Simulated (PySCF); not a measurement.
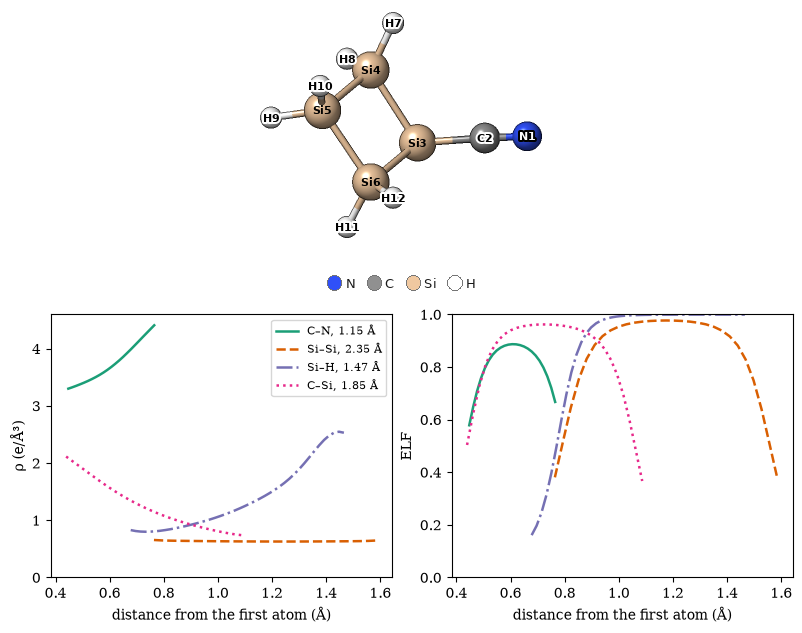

Figure 1: CH6NSi4 (SMILES N#C[Si]1[SiH2][SiH2][SiH2]1) (doublet). Total electron density and ELF along straight lines between neighbouring atoms. The curves leave out the atomic cores. The structure is drawn too.

Geometry: GFN2-xTB.

Computed with PySCF, UKS B3LYP, pcH-1 on C H N Si, non-relativistic, mean-field spin-orbit, GIAO.

```yaml
atoms:
  - { symbol: N, position_ang: [3.8968, 1.0990, 0.2073] }
  - { symbol: C, position_ang: [2.8424, 0.8012, -0.1549] }
  - { symbol: Si, position_ang: [1.1950, 0.3393, -0.8552] }
  - { symbol: Si, position_ang: [-0.6840, 1.5852, -0.1690] }
  - { symbol: Si, position_ang: [-1.6554, -0.4673, 0.4330] }
  - { symbol: Si, position_ang: [0.2450, -1.7076, -0.1755] }
  - { symbol: H, position_ang: [-0.5822, 2.6030, 0.8827] }
  - { symbol: H, position_ang: [-1.3023, 2.3035, -1.2936] }
  - { symbol: H, position_ang: [-2.8710, -0.8063, -0.3131] }
  - { symbol: H, position_ang: [-2.0391, -0.5802, 1.8425] }
  - { symbol: H, position_ang: [0.0923, -2.6413, -1.3013] }
  - { symbol: H, position_ang: [0.8637, -2.5290, 0.8710] }
```

Q: What can be read from the curves?

A: C–N (1.15 Å): the density is about 3.6 e/Å³ at the midpoint; the ELF peaks at about 0.90 between the atoms (a short, multiple covalent bond).
Si–Si (2.35 Å): ρ at the midpoint is about 0.63 e/Å³; the ELF peaks at about 1 between the atoms; a covalent bond.
Si–H (1.47 Å): ρ at the midpoint is about 0.8 e/Å³; the ELF climbs to about 1 towards the hydrogen, as it does in any bond to H.
C–Si (1.85 Å): the density is about 0.89 e/Å³ at the midpoint; the ELF peaks at about 0.95 between the atoms; a shared electron pair.
